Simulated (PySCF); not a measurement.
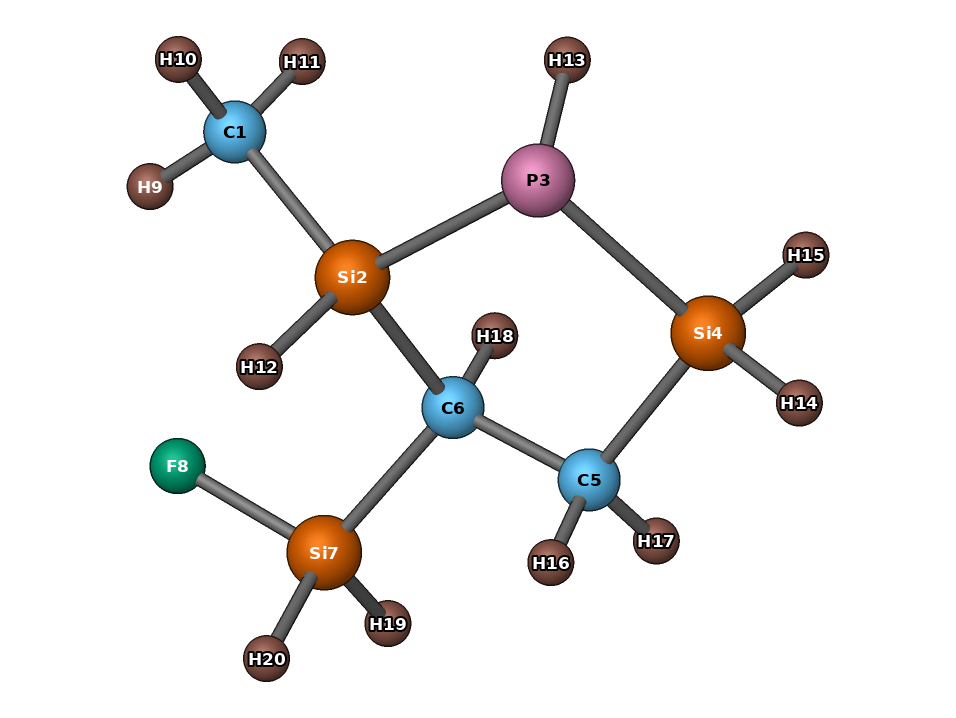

The questions are on isotropic NMR shieldings of the C atoms. The geometry was computed by an optimisation with GFN2-xTB. No frequency run is at hand to confirm it as a minimum. Method: GIAO PBE0/pcSseg-1 NMR shielding, non-relativistic, gas phase (PySCF 2.14.0).

Give the isotropic NMR shieldings of the C atoms atom by atom.

| atom | σ (ppm) |
| --- | --- |
| C1 | 188.2 |
| C5 | 179.3 |
| C6 | 169.0 |

The geometry is semi-empirical. Around P, Si such bond lengths and angles can be off by a tenth of an ångström or more and by several degrees, and values that hang on the shape move with them.
